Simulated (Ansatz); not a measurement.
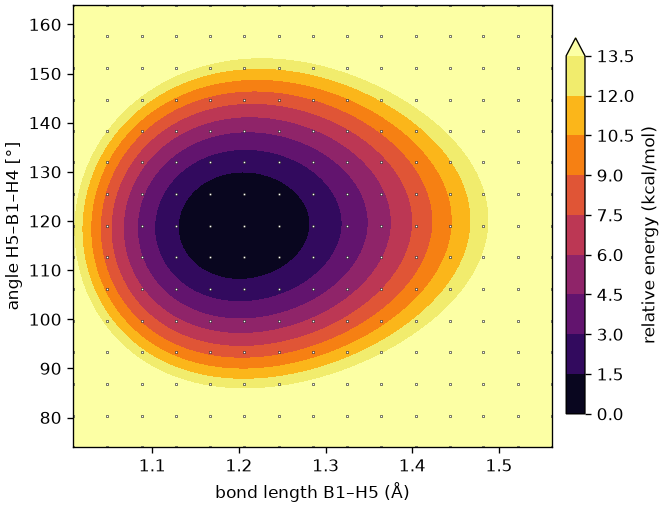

CH₂BSi, SMILES BC#[Si], spin multiplicity 2. 
- First axis: bond length B1–H5. Second axis: angle H5–B1–H4.
- Nothing is relaxed (all other coordinates rigid).
- Grid: 15 × 15 points.
- Points are written as (first, second).
- Energies are in kcal/mol, from the relaxed molecule at the same level.
- Computed with Ansatz, UKS PBE0-D4/def2-TZVP.

In the figure: filled contours, dots at the grid points, one colour for all values above the top of the scale. Between grid points the surface is interpolated.

Question: Estimate the position of the minimum and the force constants in these coordinates.

Answer: The interpolated minimum is at bond length B1–H5 ≈ 1.201 Å, angle H5–B1–H4 ≈ 119.0°. The curvatures there are about 23 eV/Å² and 3.6 eV/rad², with a cross term of about −0.3 eV/(Å·rad). Round the minimum the two coordinates are nearly uncoupled. (1 eV is 23.1 kcal/mol.)
